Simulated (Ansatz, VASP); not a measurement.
**SbAs (Stibarsen): VASP beside Ansatz**

One calculation is typed for both programs; each brings its own data sets and cutoff. How far apart do they land? The cell comes out of the VASP series on this material, whose earlier steps may have relaxed, scaled or displaced it; both programs get it as it stands.

Program: Ansatz 0.2.0. Level of theory: plane waves, with VASP 6.6.1 beside it; band structure at PBEsol. Results are calculated unless marked as measured.

## 1. Starting point

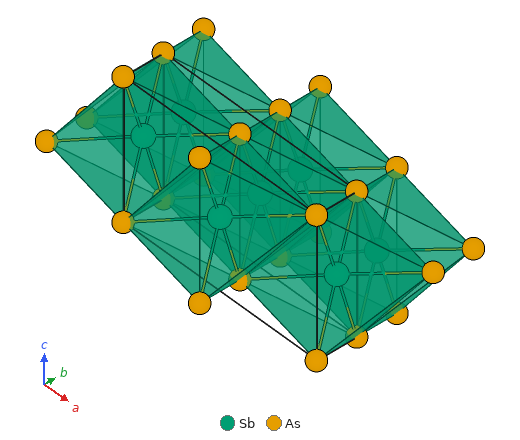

Start, viewed slightly off an axis; antimony teal, arsenic orange. 1×2×1 cells are drawn. This picture shows the conventional cell, with its axes. Some periodic images of atoms are drawn too.

## 2. Ansatz: band structure, PBEsol

Ansatz runs on its default PAW (the set named soft_2) files.

The same path points are solved in both programs, so levels can be compared one by one.

Input file input.yaml:

```yaml
crystal:
  lattice:
    - [2.01275, 1.1620617543, 3.6123333333]
    - [-2.01275, 1.1620617543, 3.6123333333]
    - [0.0, -2.3241235086, 3.6123333333]
  atoms:
    - { symbol: Sb, position: [0.489571, 0.498316, 0.50457] }
    - { symbol: As, position: [-0.008502, 0.009409, 0.00433] }
hamiltonian:
  xc: pbesol
  pseudopotentials: { kind: paw }
kpoints:
  mp_grid: { grid: [12, 12, 12] }
  band_path:
    path:
      - [0.0, 0.0, 0.0]
      - [0.13333, 0.0, 0.0]
      - [0.3, 0.0, 0.0]
      - [0.46667, 0.0, 0.0]
      - [0.5, 0.04713, -0.04713]
      - [0.5, 0.12568, -0.12568]
      - [0.5, 0.20424, -0.20424]
      - [0.7291, 0.5, 0.2709]
      - [0.64098, 0.5, 0.35902]
      - [0.55287, 0.5, 0.44713]
      - [0.46667, 0.46667, 0.46667]
      - [0.3, 0.3, 0.3]
      - [0.13333, 0.13333, 0.13333]
      - [0.0, 0.0, 0.0]
      - [0.12261, 0.0, -0.12261]
      - [0.2207, 0.0, -0.2207]
      - [0.34331, 0.0, -0.34331]
      - [0.60574, 0.39426, 0.0]
      - [0.56168, 0.43832, 0.0]
      - [0.51762, 0.48238, 0.0]
      - [0.51762, 0.51762, 0.03142]
      - [0.56168, 0.56168, 0.10997]
      - [0.60574, 0.60574, 0.18853]
      - [0.62336, 0.62336, 0.25328]
      - [0.5793, 0.5793, 0.34139]
      - [0.53525, 0.53525, 0.42951]
      - [0.5, 0.0, 0.0]
      - [0.58811, 0.12261, 0.12261]
      - [0.67623, 0.24522, 0.24522]
      - [0.76434, 0.36783, 0.36783]
    npoints: 1
scf:
  occupations: { method: fermi_dirac, width: 0.05 }
  n_extra_bands: 7
output:
  forces: true
  stress: true
  eigenvalues: true
```

Started as:

```
$ ansatz run input.yaml --threads 2 --pin off --max-ram 4608MiB --backend cpu --events-out ev --progress --plain --runs-dir out
```

Numbers of over 12 decimals in the logs are rounded to 6 here.

Log:

```text
scf.n_extra_bands = 7 over 15 filled bands (N_el = 30.0): the run solves 22 bands
Engine: ansatz 0.2.0, aarch64-unknown-linux-gnu
Pseudopotentials: kind: paw
Pseudopotential: Sb, paw, valence charge 15, recommended cutoff 420 eV (normal), Sb.paw.azcp
Pseudopotential: As, paw, valence charge 15, recommended cutoff 420 eV (normal), As.paw.azcp
Functional definition: PBEsol
  exchange = pbesol_x
  correlation = pbesol_c
Crystal: 2 atoms, lattice volume = 50.694 Å³
Basis set: ecut = 420 eV, 1003 PW (Γ), exchange–correlation on 60×60×60 points (8 copies of the dense FFT grid, shifted against one another)
Bands: 22, of which v1, the nominal top of the filled ones, is band 15 counted from 1 (14 counted from 0)
Symmetry: 1 space group operations
Space group: P1 (ITA 1), of the structure as read, at distance tolerance 3.7e-5 Å
k-points: 868 of 1728 (time reversal used)
Non-local potential: Sb, projectors of the file, l = 0: 2, l = 1: 2, l = 2: 2, l = 3: 2
Non-local potential: As, projectors of the file, l = 0: 2, l = 1: 2, l = 2: 3, l = 3: 1
PAW form: soft (Blöchl's): semilocal exchange-correlation on the pseudo side does not see the compensation charge
PAW frozen core: Sb, regenerated for the run's functional, and the local potential with it (the file was generated under x = pbe(κ = 0.804, μ = 0.219515), c = pbe(β = 0.066725))
PAW frozen core: As, regenerated for the run's functional, and the local potential with it (the file was generated under x = pbe(κ = 0.804, μ = 0.219515), c = pbe(β = 0.066725))
PAW one-centre angular grid: Sb, 590 points (default); XC on 64 Gauss nodes
PAW one-centre angular grid: As, 590 points (default); XC on 64 Gauss nodes
Initial density: superposition of atomic densities (neutral atoms: chi_scale 0, normalization atom), corrected by the library's trained network
Initial wavefunctions: pseudopotential atomic-orbital guess
Functional: x = pbesol(κ = 0.804, μ = 0.123457), c = pbesol(β = 0.046)
SCF iter   1: F=—  HF=-11220.989274 eV  |F-HF|=—  |Δ(HF+E_count)|=         —  Δρ=2.69e-3  dr2=6.41e-3  ethr=1.77e-3  ⟨swp⟩=6.4  Hψ=96962  notcnv=0  defer=37
preconditioner: auto → Kerker (q_TF=auto, 2.500 Å⁻¹)  [metal: Δε(μ)=0.001 eV  Ē_g=11.782 eV  σ=0.050 eV  W_gap=0.01  n_scr=14 (ndim 8)  ℏωp=16.5 eV  f_vac=0.001  D(μ)=0.80/eV (n_scr^D=0)]
SCF iter   2: F=—  HF=-11220.986488 eV  |F-HF|=—  |Δ(HF+E_count)|=   2.79e-3  Δρ=1.49e-3  dr2=1.32e-3  ethr=2.14e-5  ⟨swp⟩=2.7  Hψ=37319  notcnv=0  defer=687
SCF iter   3: F=—  HF=-11220.986164 eV  |F-HF|=—  |Δ(HF+E_count)|=   3.24e-4  Δρ=4.04e-4  dr2=1.30e-4  ethr=4.40e-6  ⟨swp⟩=2.0  Hψ=21779  notcnv=0  defer=687
SCF iter   4: F=—  HF=-11220.986155 eV  |F-HF|=—  |Δ(HF+E_count)|=   8.90e-6  Δρ=2.02e-4  dr2=2.27e-5  ethr=4.33e-7  ⟨swp⟩=2.0  Hψ=20078  notcnv=0  defer=687
SCF iter   5: F=—  HF=-11220.986159 eV  |F-HF|=—  |Δ(HF+E_count)|=   4.06e-6  Δρ=6.18e-5  dr2=2.75e-6  ethr=7.58e-8  ⟨swp⟩=2.6  Hψ=25917  notcnv=0  defer=687
SCF iter   6: F=—  HF=-11220.986159 eV  |F-HF|=—  |Δ(HF+E_count)|=   6.77e-8  Δρ=2.96e-5  dr2=2.82e-7  ethr=9.17e-9  ⟨swp⟩=2.0  Hψ=30437  notcnv=0  defer=687
SCF iter   7: F=-11220.986158 eV  HF=-11220.986158 eV  |F-HF|=1.33e-9  |Δ(HF+E_count)|=   3.39e-7  Δρ=7.49e-6  dr2=2.59e-8  ethr=3.33e-10  ⟨swp⟩=9.2  Hψ=96738  notcnv=0
SCF 1 converged in 7 iterations: F = -11220.986158 eV  dr2 = 2.59e-8
  greatest PAW one-centre occupation: 0.999 electrons in one spin orbital (limit 2), on the As atom at site 1 (counted from 0), in its partial waves of l = 2
NSCF: frozen V_eff on 30 k-points
SCF converged after 7 iterations
Free energy (F): -11220.986158 eV
Harris-Foulkes:  -11220.986158 eV  (|F-HF|=1.33e-9)
Internal energy: -11220.979353 eV  (E = F + TS)
E sigma→0 (E₀):  -11220.982756 eV
Entropy (-TS):   -0.006805 eV (-3.403 meV/atom)
Fermi energy:    10.152309 eV
--- Per-component energies (eV) ---
  E_band       = -398.887896
  E_kinetic    = 308.520178
  E_local      = -3208.875382  (includes V_loc(G=0)·N_el)
  E_nonlocal   = -304.866036
  E_hartree    = 1621.323024
  E_xc         = -215.714749
  E_vxc        = -175.200794  (∫ρ·V_xc dr)
  E_paw        = -6291.539604  (= ΣΔE_a)
  E_vpaw       = -261.118552  (= ΣTr[D̂ρ^β])
  E_aug_tail   = 0.000007  (compensation charges beyond the density's cutoff)
  E_ewald      = -3131.125078
  E_core_change = 1.298286  (= ΣΔE_core)
  E_smearing   = -0.006805  (= −TS)
  E_closure    = 0.000000  (closes the sum)
  Σ components = -11220.986158   (vs F -11220.986158, Δ=0.00e0)
--- Forces (eV/Å), atoms counted from 1 ---
  atom   1  Sb     0.03764992    -0.03226916    -0.22866987
  atom   2  As    -0.03765116     0.03227020     0.22867160
  max |Σ_I F_I| component: 1.73e-6 eV/Å
--- Stress (GPa, compression-positive) ---
       -2.845592      -0.010879      -0.038978
       -0.010879      -2.835898       0.033060
       -0.038978       0.033060      -6.352840
  P = ⅓ Tr σ = -4.0114 GPa (-40.114 kbar)
--- Band table (eV; the first three rows and the last of 868) ---
  k-point 0: bands = [... 11 lower, 4.9752, 7.7202, 8.8911, 8.9009, 13.6903, 13.7117, 14.0812, 14.9632, ... 3 higher]
  k-point 1: bands = [... 11 lower, 4.6733, 7.8004, 8.8941, 8.9425, 13.3202, 13.3348, 13.6998, 15.1602, ... 3 higher]
  k-point 2: bands = [... 11 lower, 3.9191, 7.9454, 8.8946, 9.0877, 12.4674, 12.5525, 12.9200, 15.5712, ... 3 higher]
  k-point 867: bands = [... 11 lower, -0.0484, 9.6494, 9.6837, 10.4993, 10.5349, 10.5577, 11.3993, 18.6576, ... 3 higher]
```

Wall time 100 s (2 threads of Arm Neoverse N1, shared host); peak memory 1.1 GiB; 3.3 min of CPU time.

The column dr2 measures how far the density is from self-consistency, as an energy; F and HF (Harris–Foulkes) agree once it is small.

## 3. VASP: band structure, PBEsol

The same cell, functional, mesh and smearing now go to VASP, with its own data sets and cutoff.

Lines of VASP's logs that name or quote its potential files are left out, and so is its time.

Input file INCAR:

```
SYSTEM = SbAs
PREC = Accurate
ENCUT = 400
EDIFF = 1E-06
NELM = 100
ISMEAR = -1
SIGMA = 0.05
LREAL = .FALSE.
ALGO = Normal
GGA = PS
NBANDS = 17
LORBIT = 11
LWAVE = .FALSE.
LCHARG = .FALSE.
KPAR = 2
```

Input file POSCAR:

```
SbAs
1.0
    2.0127500000      1.1620617543      3.6123333333
   -2.0127500000      1.1620617543      3.6123333333
    0.0000000000     -2.3241235086      3.6123333333
Sb As
1 1
Direct
    0.4895710000      0.4983160000      0.5045700000
   -0.0085020000      0.0094090000      0.0043300000
```

Input file KPOINTS:

```
Automatic mesh
0
Gamma
12 12 12
0 0 0
```

Input file KPOINTS_OPT:

```
Line mode
16
Line-mode
Reciprocal
  0.00000000   0.00000000   0.00000000 GAMMA
  0.50000000   0.00000000   0.00000000 L

  0.50000000   0.00000000   0.00000000 L
  0.50000000   0.23565752  -0.23565752 B1

  0.76434248   0.50000000   0.23565752 B
  0.50000000   0.50000000   0.50000000 Z

  0.50000000   0.50000000   0.50000000 Z
  0.00000000   0.00000000   0.00000000 GAMMA

  0.00000000   0.00000000   0.00000000 GAMMA
  0.36782876   0.00000000  -0.36782876 X

  0.63217124   0.36782876   0.00000000 Q
  0.50000000   0.50000000   0.00000000 F

  0.50000000   0.50000000   0.00000000 F
  0.63217124   0.63217124   0.23565752 P1

  0.63217124   0.63217124   0.23565752 P1
  0.50000000   0.50000000   0.50000000 Z

  0.50000000   0.00000000   0.00000000 L
  0.76434248   0.36782876   0.36782876 P
```

Potentials, in the order of the species: Sb and As (PBE family, release 64).

Started as:

```
$ mpirun -np 2 vasp_std
```

Log:

```text
[banner, memory and clock lines left out]
running    2 mpi-ranks, on    1 nodes
 distrk:  each k-point on    1 cores,    2 groups
 distr:  one band on    1 cores,    1 groups

 POSCAR found type information on POSCAR SbAs
 POSCAR found :  2 types and       2 ions
|                                                                             |
|               ----> ADVICE to this user running VASP <----                  |
|                                                                             |
|     You enforced a specific xc type in the INCAR file but a different       |
|     [... a line on the potential file left out ...]
|     I HOPE YOU KNOW WHAT YOU ARE DOING!                                     |
|                                                                             |

 LDA part: xc-table for (Slater+PW92), standard interpolation
 POSCAR, INCAR and KPOINTS ok, starting setup
 FFT: planning ... GRIDC
 FFT: planning ... GRID_SOFT
 FFT: planning ... GRID
 WAVECAR not read
 entering main loop
       N       E                     dE             d eps       ncg     rms          rms(c)
DAV:   1     0.170386844420E+02    0.17039E+02   -0.31452E+03 29512   0.389E+02
DAV:   2    -0.855234177411E+01   -0.25591E+02   -0.24493E+02 39852   0.774E+01
DAV:   3    -0.962160093738E+01   -0.10693E+01   -0.10613E+01 35090   0.139E+01
DAV:   4    -0.962771142857E+01   -0.61105E-02   -0.61097E-02 37776   0.133E+00
DAV:   5    -0.962776597451E+01   -0.54546E-04   -0.54546E-04 36662   0.128E-01    0.273E+00
DAV:   6    -0.955908123233E+01    0.68685E-01   -0.28526E-01 33221   0.120E+00    0.158E+00
DAV:   7    -0.955840451501E+01    0.67672E-03   -0.15126E-02 38413   0.475E-01    0.705E-01
DAV:   8    -0.955775137190E+01    0.65314E-03   -0.14702E-03 32552   0.134E-01    0.641E-02
DAV:   9    -0.955773296704E+01    0.18405E-04   -0.35107E-04 33725   0.557E-02    0.415E-02
DAV:  10    -0.955773218697E+01    0.78007E-06   -0.42298E-05 32316   0.253E-02    0.453E-03
DAV:  11    -0.955773251272E+01   -0.32575E-06   -0.16893E-06 34827   0.615E-03
   1 F= -.95577325E+01 E0= -.95543334E+01  d E =-.679829E-02
 Start KPOINTS_OPT (optional k-point list driver)
k-point batch [1-144\144]
       N       E                     dE             ncg
DAV:   1     0.176970255304E+05   -0.30429E+05     4896
DAV:   2     0.139989593459E+05   -0.36981E+04     6756
DAV:   3     0.138410845756E+05   -0.15787E+03     5793
DAV:   4     0.138401618517E+05   -0.92272E+00     6445
DAV:   5     0.138401534509E+05   -0.84008E-02     6183
DAV:   6     0.138401533330E+05   -0.11787E-03     6428
DAV:   7     0.138401533312E+05   -0.18199E-05     5139
DAV:   8     0.138401533310E+05   -0.21159E-06     4582
```

Parts of OUTCAR (step 3):

```text
ion  position               nearest neighbor table
   1  0.490  0.498  0.505-   2 2.90   2 2.91   2 2.93   2 2.95   2 2.98   2 2.98
   2  0.991  0.009  0.004-   1 2.90   1 2.91   1 2.93   1 2.95   1 2.98   1 2.98

  LATTYP: Found a trigonal (rhomboedric) cell.
 ALAT       =     4.2954047765
 COS(alpha) =     0.5608615397

 Subroutine GETGRP returns: Found  1 space group operations
 (whereof  1 operations were pure point group operations)

The static configuration has the point symmetry C_1 .

 Found    868 irreducible k-points:

   k-points           NKPTS =    868   k-points in BZ     NKDIM =    868   number of bands    NBANDS=     17

   dimension x,y,z NGX =    28 NGY =   28 NGZ =   28
   dimension x,y,z NGXF=    56 NGYF=   56 NGZF=   56

   ENCUT  =  400.0 eV  29.40 Ry    5.42 a.u.   7.00  7.00  7.00*2*pi/ulx,y,z

   NELECT =      10.0000    total number of electrons

 k-points in reciprocal lattice and weights: Automatic mesh
   0.00000000  0.00000000  0.00000000       0.001
   0.08333333 -0.00000000  0.00000000       0.001
  -0.00000000  0.08333333  0.00000000       0.001
   0.00000000  0.00000000  0.08333333       0.001
   0.16666667 -0.00000000  0.00000000       0.001
  -0.00000000  0.16666667  0.00000000       0.001
   0.00000000  0.00000000  0.16666667       0.001
   0.25000000  0.00000000  0.00000000       0.001
   0.00000000  0.25000000  0.00000000       0.001
[...]
0.50000000  0.41666667 -0.41666667       0.001
   0.50000000  0.50000000  0.50000000       0.001

 average (electrostatic) potential at core
       1 -86.5586       2 -48.3390

 E-fermi :   6.2377

 k-point     1 :       0.0000    0.0000    0.0000
  band No.  band energies     occupation
      1      -7.1258      2.00000
      2       1.0773      2.00000
      3       3.8012      2.00000
      4       4.9740      2.00000
      5       4.9839      2.00000
      6       9.7766      0.00000
      7       9.7986      0.00000
      8      10.1650      0.00000
      9      11.0094      0.00000
     10      12.0807      0.00000
    ...

 k-point     2 :       0.0833   -0.0000    0.0000
  band No.  band energies     occupation
      1      -7.0423      2.00000
      2       0.7733      2.00000
      3       3.8820      2.00000
      4       4.9756      2.00000
      5       5.0274      2.00000
      6       9.4035      0.00000
      7       9.4215      0.00000
      8       9.7835      0.00000
      9      11.2017      0.00000
     10      11.8487      0.00000
    ...

 k-point     3 :      -0.0000    0.0833    0.0000
  band No.  band energies     occupation
      1      -7.0424      2.00000
      2       0.7739      2.00000
      3       3.8824      2.00000
      4       4.9695      2.00000
      5       5.0328      2.00000
      6       9.3969      0.00000
      7       9.4273      0.00000
      8       9.7800      0.00000
      9      11.2029      0.00000
     10      11.8587      0.00000
    ...

  Total       -0.8822190     -0.8785830     -1.9830691     -0.0030988      0.0106597     -0.0124799
  in kB      -27.8823192    -27.7674046    -62.6744207     -0.0979376      0.3368974     -0.3944246
  external PRESSURE =     -39.4413815 kB  Pullay stress =       0.0000000 kB

  energy-cutoff  :      400.00
  volume of cell :       50.69
      direct lattice vectors                 reciprocal lattice vectors
     2.012750000  1.162061754  3.612333333     0.248416346  0.143423244  0.092276460
    -2.012750000  1.162061754  3.612333333    -0.248416346  0.143423244  0.092276460
     0.000000000 -2.324123509  3.612333333     0.000000000 -0.286846488  0.092276460

 POSITION                                       TOTAL-FORCE (eV/Angst)
 -----------------------------------------------------------------------------------
     -0.01760     -0.02470      5.39125         0.035376     -0.030358     -0.221448
      1.97670      1.15305      3.63125        -0.035376      0.030358      0.221448
 -----------------------------------------------------------------------------------
    total drift:                               -0.000030      0.000070      0.000042

  FREE ENERGIE OF THE ION-ELECTRON SYSTEM (eV)
  ---------------------------------------------------
  free  energy   TOTEN  =        -9.5577325127 eV

  energy  without entropy=       -9.5509342208  energy(sigma->0) =       -9.55433337

 total charge
# of ion       s       p       d       tot
------------------------------------------
    1        1.236   1.043   0.044   2.323
    2        1.295   1.344   0.034   2.673
--------------------------------------------------
tot          2.531   2.387   0.078   4.996

[... 3 further parts left out ...]
```

The run ends at a pressure of -3.94 GPa, with forces up to 0.23 eV/Å.

## 4. Differences

Known differences besides the PAW data sets themselves: the data sets hold 30 valence electrons in Ansatz (default PAW (the set named soft_2) files) and 10 in VASP; the cutoff is 420 eV in Ansatz and 400 eV in VASP; Ansatz makes its cores anew for this functional, VASP keeps those of its PBE data sets; VASP leaves aspherical gradient terms in its spheres out (LASPH is not set), Ansatz keeps them. Total energies have different zeros and are not compared.

Both answers:

| quantity | Ansatz | VASP | difference |
| --- | --- | --- | --- |
| pressure (GPa) | -4.01 | -3.94 | -0.07 |

Forces (eV/Å; atoms numbered as in POSCAR):

```
atom         Ansatz x, y, z           VASP x, y, z
 Sb1  0.038, -0.032, -0.229  0.035, -0.030, -0.221
 As2   -0.038, 0.032, 0.229   -0.035, 0.030, 0.221
```

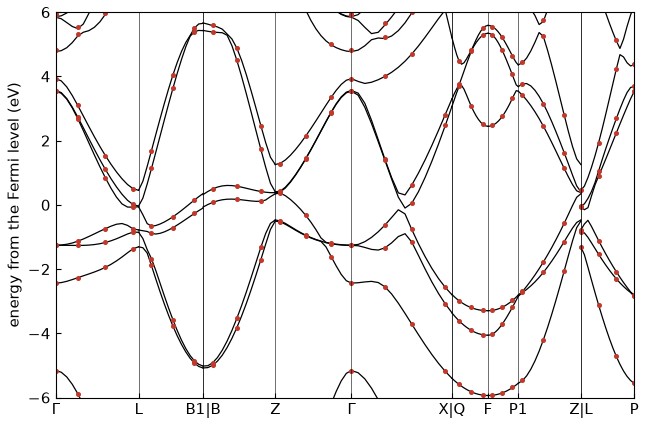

Bands from VASP (lines) and levels from Ansatz (dots). Dots without a line are higher empty bands that the VASP plot leaves out.

The forces differ by 4.5 meV/Å r.m.s., which is 3.5 % of the r.m.s. force of 0.13 eV/Å (both taken over all components). Levels from 3 eV below to 2 eV above the Fermi level differ by 3 meV r.m.s. and 8 meV at most; each VASP level is matched to the nearest of Ansatz, which flatters the figure a little. Ansatz's pressure holds a Pulay correction of 0.03 GPa; VASP's holds none.

## 5. Outcome

```json
{"r.m.s. difference of levels near the Fermi level (band structure, PBEsol)": "3.4 meV"}
```

In words: The r.m.s. difference of levels near the Fermi level is 3.4 meV (band structure, PBEsol), within the 80 meV picked in this series as the mark of a large difference. How closely two codes agree says nothing of how well the functional describes the real material.

[Lines on the potential files, build, host, timing and source positions are cut from VASP's logs without a mark.]

[Logs are printed without paths, hosts, clocks, repeated set-up lines and the standing remarks that a program may print on its own settings, such as how far it seeks lower states.]

[Hosts, paths, dates, database ids (printed as entryN), source tags and the programs' standing remarks are cut or masked in the printed files.]
